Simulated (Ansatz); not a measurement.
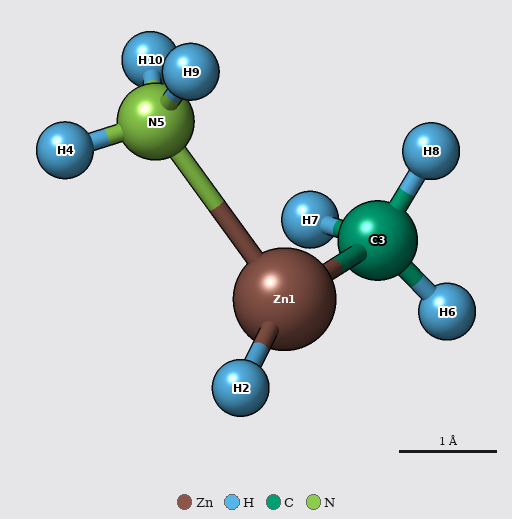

*The input geometry (ball-and-stick view, seen at a tilt; atoms are numbered from 1 in the order of the input). Sticks mark near contacts.*

Bond lengths as drawn: C–H 1.09 to 1.10 Å, C–Zn 1.97 Å, H–N 1.01 Å, H–Zn 1.57 Å and N–Zn 2.31 Å.

**Run report: CH₇NZn, single-point calculation**

System: CH₇NZn.
Method: RKS PBE0-D4/def2-TZVPP (Ansatz 0.2.0).

The geometry is the reactant side of a reaction. The reaction was set up to form Zn1–N5 and H2–H4 and to break Zn1–H2 and H4–N5 (atoms counted from 1 in the order of the input); sticks are drawn by distance alone. The geometry comes from this level: PBE0-D4/def2-TZVP.

## The input
```yaml
crystal:
  periodic: [false, false, false]
  atoms:
    - {symbol: Zn, position_ang: [-0.179013, 0.687718, -0.860875]}
    - {symbol: H, position_ang: [-0.646613, 0.648162, -2.356958]}
    - {symbol: C, position_ang: [0.450837, 1.399786, 0.863977]}
    - {symbol: H, position_ang: [-1.182040, -1.951056, -0.752967]}
    - {symbol: N, position_ang: [-0.324985, -1.566329, -0.373781]}
    - {symbol: H, position_ang: [0.606499, 2.481046, 0.848464]}
    - {symbol: H, position_ang: [-0.268860, 1.184761, 1.661604]}
    - {symbol: H, position_ang: [1.400159, 0.936390, 1.154335]}
    - {symbol: H, position_ang: [0.444515, -2.065424, -0.804954]}
    - {symbol: H, position_ang: [-0.300401, -1.755155, 0.621154]}
basis:
  gaussian: {orbitals: def2-TZVPP}
hamiltonian: {xc: pbe0, dispersion: d4}
output: {orbitals: {seedname: orbitals}}
```

Machine: 4 threads of Arm Neoverse V2, 23 GiB of memory available, shared host.

Launch command:
```bash
ansatz run in.yaml --threads 4 --pin off --events-out ev --progress --plain --max-ram 9574MiB
```

## What the program printed
```
Functional definition: PBE0
  name "PBE0"
  cite "Adamo & Barone, J. Chem. Phys. 110, 6158 (1999) doi:10.1063/1.478522"
  cite "Perdew, Burke & Ernzerhof, Phys. Rev. Lett. 77, 3865 (1996) doi:10.1103/PhysRevLett.77.3865"
  parent pbe
  parameter a = 0.25
  parameter kappa = 0.804
  parameter beta = 0.06672455060314922
  exchange = (1 - a)*pbe_x(kappa = kappa, mu = beta*pi^2/3) + a*exact_x
  correlation = pbe_c(beta = beta)
1332 factors; their error is unknown
mean field evaluation 1: about -51040.3962 eV, gradient 8.0e1 eV
mean field evaluation 2: about -51029.7189 eV, gradient 1.1e2 eV
mean field evaluation 4: about -51051.9546 eV, gradient 7.4e0 eV
mean field evaluation 8: about -51052.0251 eV, gradient 1.1e-1 eV
mean field evaluation 16: about -51052.1057 eV, gradient 2.0e-5 eV
mean field -51052.10570911 eV, -1876.1302804498 hartree, gradient 2.0e-5 eV, S^2 0.000000; 0 other end points of the search recorded, 0 dependent functions left out
reference -51052.10574442 eV, -1876.1302817475 hartree; 25, 25 occupied and 199, 199 virtual orbitals, 1332 factors
Total energy: -51052.22184020 eV, -1876.1345481884 hartree
```

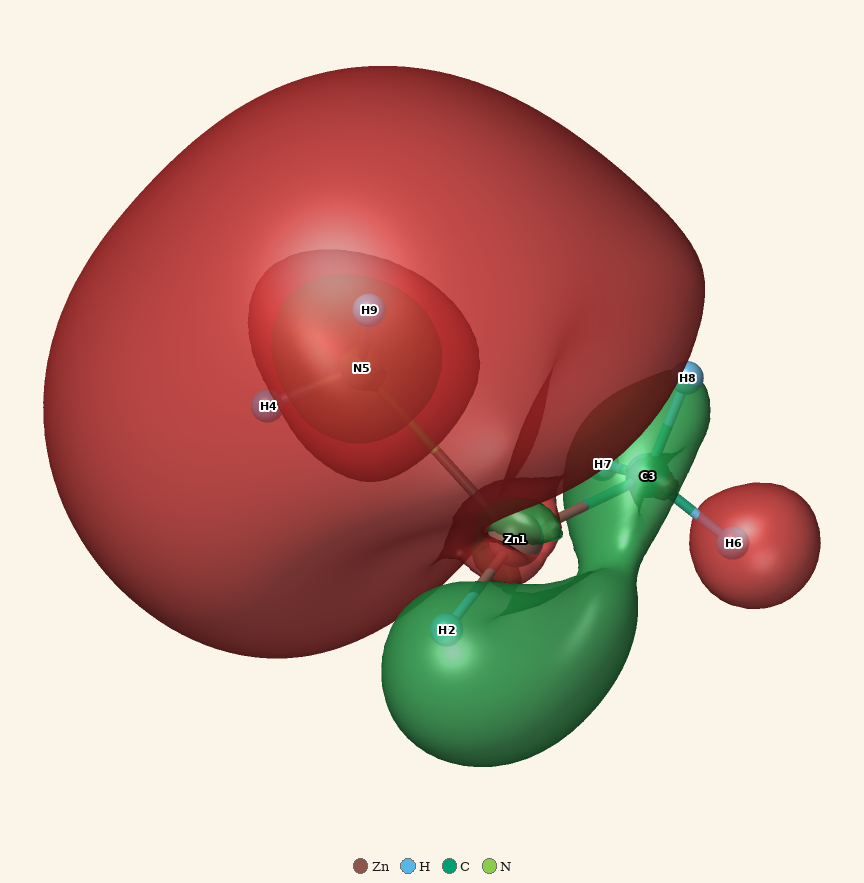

*One frontier orbital at ±0.04 Å⁻³ᐟ² (green and red are the two phases), seen at a tilt.*

The LUMO, at 0.09 eV. By Hirshfeld shares it lies mainly on H9 (20 %), H10 (20 %), H4 (20 %), Zn1 (15 %) and N5 (15 %).

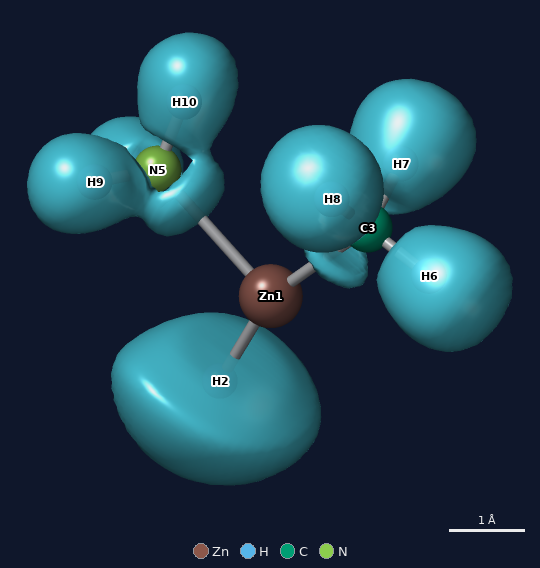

*Isosurface of the electron localisation function at 0.8 (cyan), seen at a tilt. Only the valence region is drawn (cores and ρ < 0.01 e/Å³ removed).*

Along the contacts the grid gives the following. C–Zn (1.97 Å): the ELF peaks at about 0.90 in the valence shell of C, 0.7 Å from its nucleus, and is about 0.45 at the midpoint. Zn–N (2.31 Å): the ELF peaks at about 0.95 in the valence shell of N, 0.7 Å from its nucleus, and is about 0.20 at the midpoint, which marks ionic bonding with no shared pair.

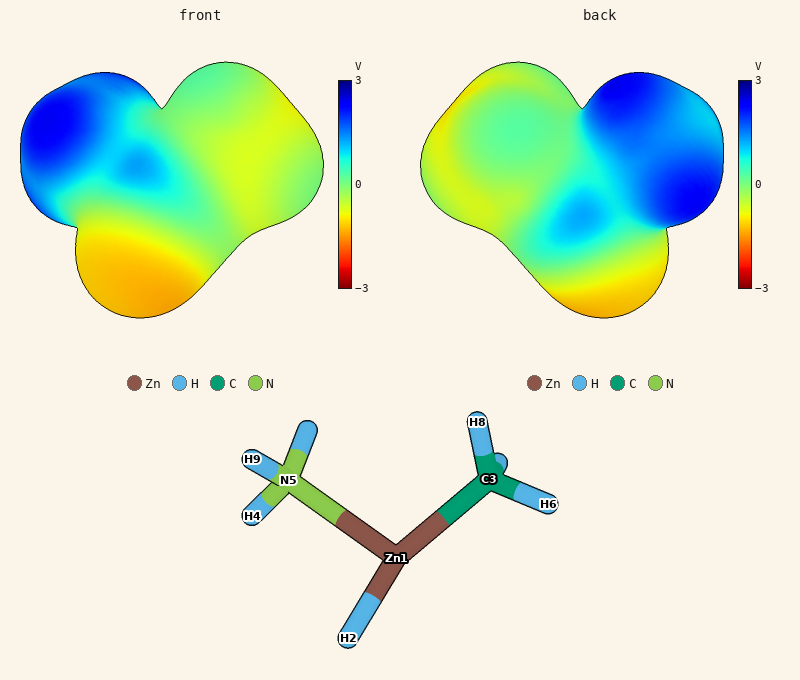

*The molecular electrostatic potential painted on the density surface at 0.002 e/bohr³, seen at a tilt and from behind; the colour scale runs from red (negative) to blue (positive). The bare structure is drawn below in the same view.*

A positive charge is drawn to the negative regions and a negative charge to the positive ones.

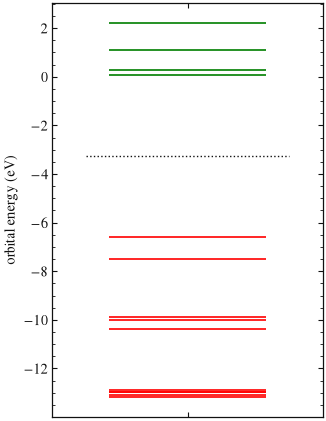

*Orbital energies near the frontier; the dotted line parts filled from empty levels, and levels within 0.02 eV of each other stand side by side.*

Highest filled −6.60 eV, lowest empty 0.09 eV, 6.69 eV apart.

## Summary

| quantity | value |
| --- | --- |
| outcome | converged |
| total energy | −51052.2218 eV |
| mean-field energy | −51052.1057 eV |
| dispersion energy | −0.1161 eV |
| SCF solution under orbital rotations | stable |
| HOMO | −6.60 eV |
| LUMO | 0.09 eV |
| wall time | 1.9 s (CPU time 6.9 s) |
| peak memory | 0.5 GiB |
